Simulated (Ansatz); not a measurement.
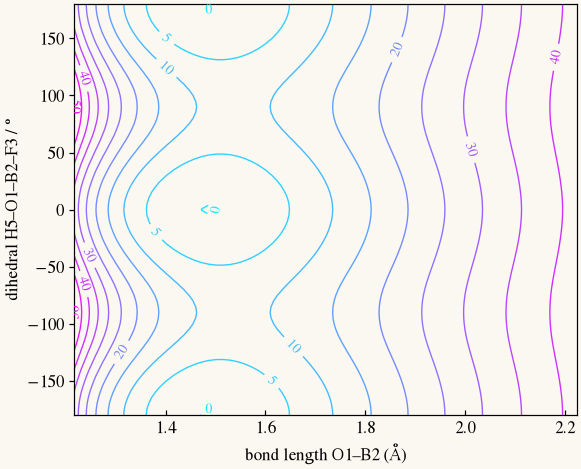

Energy landscape of BClFH2O, SMILES [OH2+]B(F)Cl, charge +1. 
- First axis: bond length O1–B2. Second axis: dihedral H5–O1–B2–F3.
- Nothing is relaxed (all other coordinates rigid).
- The grid has 9 × 10 points; 55 points were computed and 35 follow by symmetry.
- All energies are given in kcal/mol relative to the lowest grid point.
- The reference is spin-restricted, which grows unreliable where a bond is stretched far.
- All numbers below come from RKS wB97M-V/def2-SVP (Ansatz 0.2.0).

In the figure: contour lines labelled in kcal/mol (none above 50). Between grid points the surface is interpolated. 

> Summarise what can be read from the map.

The lowest grid point is at bond length O1–B2 = 1.469 Å, dihedral H5–O1–B2–F3 = −180°; the map holds 2 wells of about this depth. The highest grid point, bond length O1–B2 = 1.217 Å, dihedral H5–O1–B2–F3 = −72°, lies 48.9 kcal/mol above the lowest. On the interpolated surface the easiest way out of the lowest well to a well of about the same depth near bond length O1–B2 = 1.469 Å, dihedral H5–O1–B2–F3 = 0° passes a barrier of about 8.9 kcal/mol. Round the minimum the two coordinates are nearly uncoupled.

The values on the grid:

```tsv
dihedral H5–O1–B2–F3 ↓, bond length O1–B2 →	1.217	1.343	1.469	1.595	1.721	1.847	1.973	2.099	2.225
144	38.8	11.3	3.3	4.9	10.9	18.7	26.8	34.8	42.2
108	48.9	18.7	8.8	9.0	13.8	20.8	28.3	35.8	42.9
72	48.9	18.7	8.8	9.0	13.8	20.8	28.3	35.8	42.9
36	38.8	11.3	3.4	5.0	10.9	18.7	26.8	34.8	42.2
0	32.8	6.8	0.0	2.5	9.1	17.4	25.9	34.1	41.7
−36	38.8	11.3	3.4	5.0	10.9	18.7	26.8	34.8	42.2
−72	48.9	18.7	8.8	9.0	13.8	20.8	28.3	35.8	42.9
−108	48.9	18.7	8.8	9.0	13.8	20.8	28.3	35.8	42.9
−144	38.8	11.3	3.3	4.9	10.9	18.7	26.8	34.8	42.2
−180	32.8	6.8	0.0	2.5	9.1	17.4	25.9	34.1	41.7
```

Each point was launched as `ansatz run input.yaml --threads 1 --pin off --max-ram 2560MiB --backend cpu --events-out ev --progress --plain --runs-dir out`. Time for the 55 points that were run: 6.2 min on 1 thread of Intel(R) Xeon(R) Platinum 8375C CPU @ 2.90GHz (Ice Lake), on a shared host.
